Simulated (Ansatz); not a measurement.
# C2H8AlFO: basis-set convergence

Aim: see how fast density functionals converge with the basis set for C2H8AlFO.

The runs use Ansatz 0.2.0, Gaussian basis; one geometry, several basis sets.

Levels to be run: PBE0-D4/def2-SVP; ωB97M-V/def2-SVP; PBE0-D4/def2-QZVPP; ωB97M-V/def2-QZVPP; the functionals' def2-TZVPP values are taken from earlier runs.

## 1. Structure used throughout

The geometry comes from an earlier relaxation with PBE0-D4 in a triple-zeta def2 set; it is a stationary point, not always the lowest conformer.

SMILES `[CH3][Al-]([CH3])([OH2+])[F]`, 13 atoms, charge 0, spin multiplicity 1.

Atoms are counted from 1 here; the program's logs count them from 0.

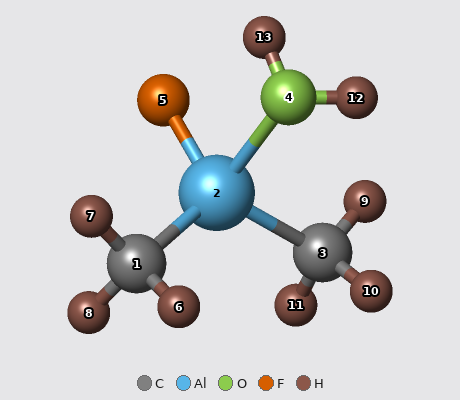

The structure; carbon grey, aluminium blue, oxygen green, fluorine orange, hydrogen brown; atoms are numbered from 1 in the order of the file.

As a file:

```xyz
13
charge 0, multiplicity 1
C    -1.72593    0.21829   -0.87559
Al    0.16567    0.18165   -0.39876
C     1.05497   -1.43949    0.25573
O     0.33117    1.37841    1.22439
F     1.15160    1.26785   -1.23980
H    -2.35023   -0.25533   -0.11089
H    -2.09529    1.23859   -1.01664
H    -1.91125   -0.31940   -1.81137
H     2.08698   -1.26374    0.57813
H     0.51879   -1.90228    1.09227
H     1.10346   -2.20043   -0.53050
H     0.79846    0.97008    1.96125
H     0.89190    2.09111    0.88658
```

## 2. PBE0-D4 in def2-SVP

in.yaml

```yaml
crystal:
  periodic: [false, false, false]
  atoms:
    - {symbol: C, position_ang: [-1.725929, 0.218294, -0.875590]}
    - {symbol: Al, position_ang: [0.165670, 0.181650, -0.398764]}
    - {symbol: C, position_ang: [1.054974, -1.439487, 0.255733]}
    - {symbol: O, position_ang: [0.331169, 1.378405, 1.224386]}
    - {symbol: F, position_ang: [1.151600, 1.267846, -1.239799]}
    - {symbol: H, position_ang: [-2.350230, -0.255330, -0.110886]}
    - {symbol: H, position_ang: [-2.095292, 1.238585, -1.016636]}
    - {symbol: H, position_ang: [-1.911248, -0.319396, -1.811372]}
    - {symbol: H, position_ang: [2.086977, -1.263742, 0.578126]}
    - {symbol: H, position_ang: [0.518785, -1.902280, 1.092271]}
    - {symbol: H, position_ang: [1.103463, -2.200431, -0.530498]}
    - {symbol: H, position_ang: [0.798461, 0.970075, 1.961253]}
    - {symbol: H, position_ang: [0.891900, 2.091113, 0.886575]}
basis:
  gaussian: {orbitals: def2-SVP}
hamiltonian: {xc: pbe0, dispersion: d4}
output: {orbitals: {seedname: orbitals}}
```

Further steps of the session: ωB97M-V in def2-SVP; PBE0-D4 in def2-QZVPP; ωB97M-V in def2-QZVPP.

Before running them: what should the planned runs give, taken together? Wanted: PBE0-D4: double and triple zeta above quadruple; ωB97M-V: double and triple zeta above quadruple.

**Answer**, as computed:

```
                                       quantity           value
PBE0-D4: double and triple zeta above quadruple  11.39, 0.62 eV
ωB97M-V: double and triple zeta above quadruple  11.64, 0.60 eV
```

PBE0-D4 gains 10.77 eV from double to triple zeta, then 0.62 eV more. Total energies overstate the basis error of differences, where much of it tends to cancel. The LUMO of ωB97M-V is positive and keeps falling with the basis (1.84 to 0.57 eV): an unbound level that the basis holds in place.
